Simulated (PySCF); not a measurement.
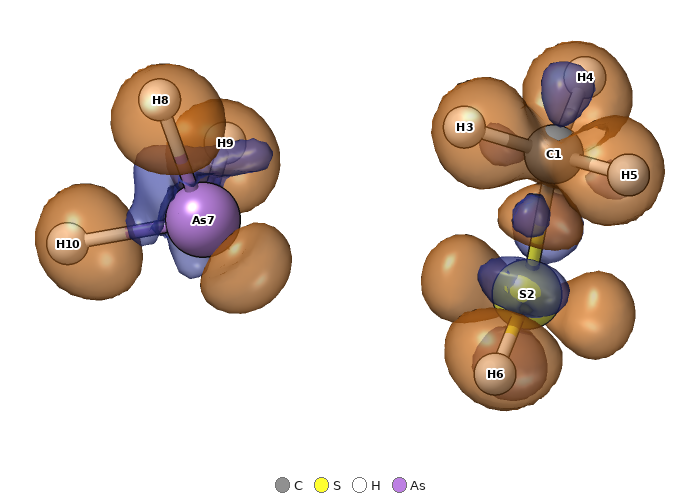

Figure 1: CH₇AsS, SMILES `CS.[AsH3]`. Deformation density (molecule less spherical, spin-averaged free atoms at the same positions), surfaces at ±0.08 e/Å³; orange: gain, blue: loss.

Level of theory: B3LYP/def2-SVPD (PySCF), at a geometry from GFN2-xTB. The pair's geometry is semi-empirical, so its contact may be too short or too long. GFN2-xTB bond lengths at metals and heavier atoms can be off by up to 0.1 Å and shapes distorted, which carries into these values.

Geometry (Å), atoms numbered from 1:

```
C1      -2.0688    1.1554   -0.0206
S2      -2.0984   -0.6608    0.0755
H3      -1.0477    1.4991   -0.1918
H4      -2.4265    1.5187    0.9375
H5      -2.7294    1.4899   -0.8141
H6      -1.6804   -0.8776   -1.1708
As7      1.4522   -0.0195   -0.0496
H8       2.1198    1.3139    0.0979
H9       1.0891    0.0227    1.3970
H10      2.7407   -0.6835    0.2955
```

How much density has each bond gained at its critical point, relative to the free atoms?

C1–H5: +0.71 e/Å³ at the bond critical point (bond length 1.08 Å). C1–H4: +0.70 e/Å³ at the bond critical point (bond length 1.08 Å). C1–H3: +0.70 e/Å³ at the bond critical point (bond length 1.09 Å). C1–S2: +0.26 e/Å³ at the bond critical point (bond length 1.82 Å). As7–H9: +0.24 e/Å³ at the bond critical point (bond length 1.49 Å). As7–H10: +0.24 e/Å³ at the bond critical point (bond length 1.49 Å). As7–H8: +0.23 e/Å³ at the bond critical point (bond length 1.50 Å). S2–H6: +0.17 e/Å³ at the bond critical point (bond length 1.33 Å). In all, 2.0 electrons gather in the regions of gain relative to the promolecule.

Where do the Hirshfeld charges lie?

The highest Hirshfeld charge is on As7 (+0.12 e), the lowest on C1 (−0.10 e).

```json
{"atom": "C1", "charge (e)": "−0.10"}
{"atom": "S2", "charge (e)": "−0.06"}
{"atom": "H3", "charge (e)": "+0.03"}
{"atom": "H4", "charge (e)": "+0.05"}
{"atom": "H5", "charge (e)": "+0.04"}
{"atom": "H6", "charge (e)": "+0.03"}
{"atom": "As7", "charge (e)": "+0.12"}
{"atom": "H8", "charge (e)": "−0.04"}
{"atom": "H9", "charge (e)": "−0.04"}
{"atom": "H10", "charge (e)": "−0.04"}
```

Run time: 15 s on 1 thread of Intel(R) Xeon(R) Platinum 8259CL CPU @ 2.50GHz (Skylake/Cascade Lake) (shared host), peak memory 0.56 GiB.
